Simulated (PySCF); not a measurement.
# One shape, several levels: C6H12 (2-methyl-1-pentene)

We compute a comparison of 6 runs (B3LYP/6-31G*, BHLYP/6-31G*, BLYP/6-31G*, M06-L/6-31G*, r2SCAN/6-31G*, CCSD(T)/6-31G*) of C6H12 (2-methyl-1-pentene). The job is set up through a Python script.

Program for the calculation: PySCF 2.14.0.

### Step 1. The structure to begin with

C6H12: 18 atoms, total charge 0, spin state singlet. As SMILES, `C=C(C)CCC`. The coordinates come from a PBE0-D4/def2-TZVP relaxation. This is one conformer, not always the lowest.

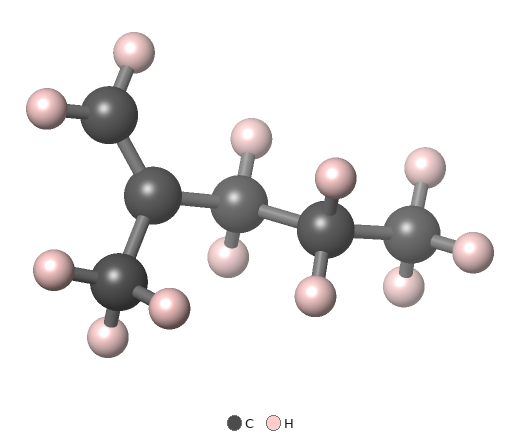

Viewed from a chosen angle; carbon dark grey, hydrogen pink.

### Step 2. A single-point energy at B3LYP/6-31G(d) (spherical functions) (run 1)

Input file calc.py:

```python
# 2-methyl-1-pentene
from pyscf import gto, dft

mol = gto.M(
    atom=[
    ('C', (-2.125600, 0.536200, 0.996930)),
    ('C', (-1.015930, -0.164590, 0.784520)),
    ('C', (-0.376360, -0.975490, 1.867760)),
    ('C', (-0.343950, -0.182160, -0.557100)),
    ('C', (1.049140, 0.442910, -0.565910)),
    ('C', (1.671520, 0.442260, -1.950930)),
    ('H', (-2.611640, 0.550520, 1.966590)),
    ('H', (-2.585750, 1.118240, 0.205560)),
    ('H', (-0.964880, -0.951420, 2.785600)),
    ('H', (-0.264360, -2.019450, 1.555830)),
    ('H', (0.628150, -0.608980, 2.099870)),
    ('H', (-0.974660, 0.340120, -1.283240)),
    ('H', (-0.261340, -1.221410, -0.903740)),
    ('H', (1.702550, -0.096780, 0.126800)),
    ('H', (0.979490, 1.468440, -0.187690)),
    ('H', (2.666190, 0.893660, -1.943670)),
    ('H', (1.056380, 1.003940, -2.659530)),
    ('H', (1.771060, -0.576010, -2.337670)),
],
    verbose=3,
    basis='6-31g*',
    max_memory=1860,
)

calc0 = dft.RKS(mol)
calc0.xc = 'b3lyp'
calc0.grids.level = 5
calc0.conv_tol = 1e-10
calc0.kernel()
if not calc0.converged:
    calc0 = calc0.newton().run(calc0.mo_coeff, calc0.mo_occ)

e_final = calc0.e_tot
print('Final energy', e_final)
```

Run with:

```bash
OMP_NUM_THREADS=1 python calc.py
```

The log of the run:

```text
converged SCF energy = -235.848285446518
Final energy -235.8482854465178
```

It took 38 s on 1 thread of Intel Xeon at 2.70GHz, shared host; peak memory 0.59 GiB.

### Step 3. The energy at BHLYP/6-31G(d) (spherical functions) (run 2)

Input file job.py:

```python
# 2-methyl-1-pentene
from pyscf import gto, dft

molecule = gto.Mole()
molecule.atom = '''
C     -2.125600     0.536200     0.996930
C     -1.015930    -0.164590     0.784520
C     -0.376360    -0.975490     1.867760
C     -0.343950    -0.182160    -0.557100
C      1.049140     0.442910    -0.565910
C      1.671520     0.442260    -1.950930
H     -2.611640     0.550520     1.966590
H     -2.585750     1.118240     0.205560
H     -0.964880    -0.951420     2.785600
H     -0.264360    -2.019450     1.555830
H      0.628150    -0.608980     2.099870
H     -0.974660     0.340120    -1.283240
H     -0.261340    -1.221410    -0.903740
H      1.702550    -0.096780     0.126800
H      0.979490     1.468440    -0.187690
H      2.666190     0.893660    -1.943670
H      1.056380     1.003940    -2.659530
H      1.771060    -0.576010    -2.337670
'''
molecule.charge = 0
molecule.basis = '6-31g*'
molecule.max_memory = 1860
molecule.spin = 0
molecule.verbose = 3
molecule.build()

mf = dft.RKS(molecule, xc='bhandhlyp')
mf.grids.level = 5
mf.conv_tol = 1e-10
mf.kernel()
if not mf.converged:
    mf = mf.newton().run(mf.mo_coeff, mf.mo_occ)

etot = mf.e_tot
print('Final energy', etot)
```

Run with:

```bash
OMP_NUM_THREADS=1 python job.py
```

The log of the run:

```text
converged SCF energy = -235.687502150298
Final energy -235.68750215029806
```

It took 35 s on 1 thread of Intel Xeon at 2.70GHz, shared host; peak memory 0.59 GiB.

Runs 3 to 5 aren't shown in full; the table further down has their settings and results.

### Step 4. The energy at CCSD(T)/6-31G(d) (spherical functions) (run 6)

Input file input.py:

```python
# 2-methyl-1-pentene
from pyscf import gto, scf, cc

mol = gto.Mole()
mol.atom = '''
C     -4.016802     1.013271     1.883925
C     -1.919829    -0.311030     1.482528
C     -0.711217    -1.843409     3.529555
C     -0.649971    -0.344233    -1.052766
C      1.982587     0.836979    -1.069415
C      3.158715     0.835750    -3.686723
H     -4.935284     1.040332     3.716316
H     -4.886359     2.113167     0.388452
H     -1.823359    -1.797923     5.264021
H     -0.499568    -3.816207     2.940093
H      1.187031    -1.150805     3.968179
H     -1.841840     0.642734    -2.424972
H     -0.493861    -2.308130    -1.707821
H      3.217353    -0.182888     0.239617
H      1.850968     2.774949    -0.354683
H      5.038369     1.688773    -3.673004
H      1.996269     1.897172    -5.025783
H      3.346818    -1.088501    -4.417556
'''
mol.unit = 'bohr'
mol.verbose = 4
mol.charge = 0
mol.basis = '6-31g*'
mol.spin = 0
mol.max_memory = 1860
mol.build()

mf = scf.RHF(mol)
mf.conv_tol = 1e-10
mf.kernel()
if not mf.converged:
    mf = mf.newton().run(mf.mo_coeff, mf.mo_occ)

mycc = cc.CCSD(mf, frozen=6)
mycc.kernel()
e_t = mycc.ccsd_t()
e_tot = mycc.e_tot + e_t
print(f'total energy: {e_tot:.8f} hartree')
```

Run with:

```bash
OMP_NUM_THREADS=1 python input.py
```

The log of the run:

```text
PySCF version 2.14.0

[... 74 lines left out ...]
converged SCF energy = -234.176422466341
[... 12 lines left out ...]
Init t2, MP2 energy = -234.949710959001  E_corr(MP2) -0.77328849265957
[... 11 lines left out ...]
CCSD converged
[... 2 lines left out ...]
total energy: -235.04902608 hartree
```

Wall time 96 s (1 thread of Intel Xeon at 2.70GHz, shared host); peak memory 0.97 GiB.

### Step 5. Overview of the runs

| run | level | integration grid | frozen core orbitals | energy (Eh) | dipole moment (D) of the reference | HOMO energy (eV) | LUMO energy (eV) | wall time |
| --- | --- | --- | --- | --- | --- | --- | --- | --- |
| 1 | B3LYP/6-31G* (spherical functions) | 5 | – | -235.848285 | 0.53 | -6.49 | 0.88 | 38 s |
| 2 | BHLYP/6-31G* (spherical functions) | 5 | – | -235.687502 | 0.50 | -7.74 | 2.29 | 35 s |
| 3 | BLYP/6-31G* (spherical functions) | 5 | – | -235.683106 | 0.56 | -5.38 | 0.22 | 44 s |
| 4 | M06-L/6-31G* (spherical functions) | 5 | – | -235.800605 | 0.58 | -5.84 | 0.19 | 84 s |
| 5 | r2SCAN/6-31G* (spherical functions) | 5 | – | -235.680295 | 0.58 | -5.83 | 0.19 | 82 s |
| 6 | CCSD(T)/6-31G* (spherical functions) | – | 6 | -235.049026 | 0.48 | -9.28 | 5.16 | 96 s |

### Step 6. What came out

| quantity | value |
| --- | --- |
| run 6: total energy | -235.04903 Eh |
| run 6: dipole moment (Hartree–Fock density) | 0.48 D |
| run 6: HOMO energy (Hartree–Fock orbitals) | -9.28 eV |
| run 6: LUMO energy (Hartree–Fock orbitals) | 5.16 eV |
| run 6: HOMO–LUMO gap (Hartree–Fock orbitals) | 14.45 eV |
| run 6: correlation energy (6 core orbitals frozen) | -872.6 mEh |
| run 6: (T) correction | -26.38 mEh |
| run 6: T1 diagnostic | 0.009 |

Over runs 1, 2, 3, 4, 5 the dipole moment (its size) runs from 0.50 D (BHLYP/6-31G*) to 0.58 D (r2SCAN/6-31G*). Over runs 1, 2, 3, 4, 5 the HOMO–LUMO gap runs from 5.60 eV (BLYP/6-31G*) to 10.04 eV (BHLYP/6-31G*). Totals of different functionals can't be ranked against each other. All runs together took 6.3 min, the longest 96 s.
